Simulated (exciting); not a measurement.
Consider KLuS2, space group R-3m.

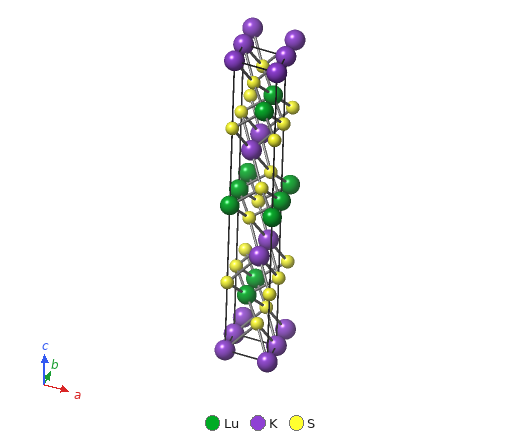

The structure (lutetium green, potassium purple, sulfur yellow). Bonds to atoms that aren't drawn are left out. 1×2×1 conventional cells are drawn. Some periodic images of atoms are drawn too.

```cif
data_structure
_symmetry_space_group_name_H-M 'P 1'
_symmetry_Int_Tables_number 1
_cell_length_a 7.6385
_cell_length_b 7.6385
_cell_length_c 7.6385
_cell_angle_alpha 29.961
_cell_angle_beta 29.961
_cell_angle_gamma 29.961
_cell_volume 98.46
loop_
_atom_site_label
_atom_site_type_symbol
_atom_site_fract_x
_atom_site_fract_y
_atom_site_fract_z
_atom_site_occupancy
Lu1 Lu 0.50000 0.50000 0.50000 1
K2 K 0.00000 0.00000 0.00000 1
S3 S 0.76631 0.76631 0.76631 1
S4 S 0.23369 0.23369 0.23369 1
```

Absorber: atom 3, with 3 Lu at 2.71 Å and 3 K at 3.15 Å (distorted octahedral, site symmetry 3m). Method: exciting, all-electron LAPW+lo, LDA, exchange and screened direct term (singlet BSE), 3×3×3 shifted k points, 44 conduction bands, |G+q| up to 3 bohr⁻¹ (2.5 in the exchange term), full RPA screening with nempty = 74, Lorentzian half width 0.45 eV.

Q: Predict the S L₂,₃ near-edge structure at this level.

Bound core exciton? Yes on this mesh: the first bright state (over 5 % of the brightest) lies at -0.85 eV from the Kohn–Sham onset. Maxima (height): 2.0 eV (0.51), 10.2 eV (1.00), 13.3 eV (0.81), 14.6 eV (0.88) and 20.1 eV (0.60).

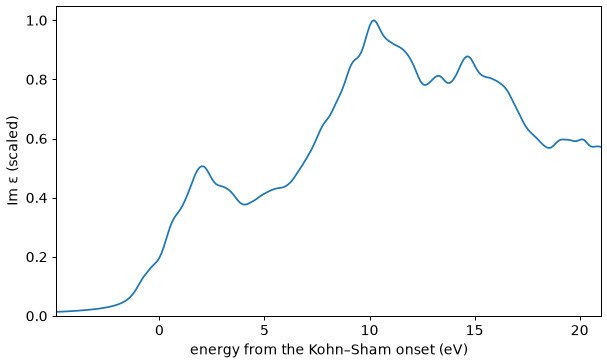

Energy from the Kohn–Sham onset, core level to the lowest empty state found on the meshes used; Im ε in relative units.

A mesh of 27 points doesn't converge binding energies, and fine structure above the first lines is partly noise of the mesh. The kernel cutoff is low for a compact core orbital, so the effect of exchange is a lower bound. The zero comes from the shifted mesh, which comes near the band minimum without meeting it. The conduction states carry no spin here, so the exchange coupling to the spinor core hole is only partly held. The structure is a published determination, not relaxed.

[Banner, clock and machine lines of the logs are left out without a mark of their own.]

[Logs are printed without paths, hosts, clocks, repeated set-up lines and the standing remarks that a program may print on its own settings, such as how far it seeks lower states.]

[Hosts, paths, dates, database ids (printed as entryN), source tags and the programs' standing remarks are cut or masked in the printed files.]
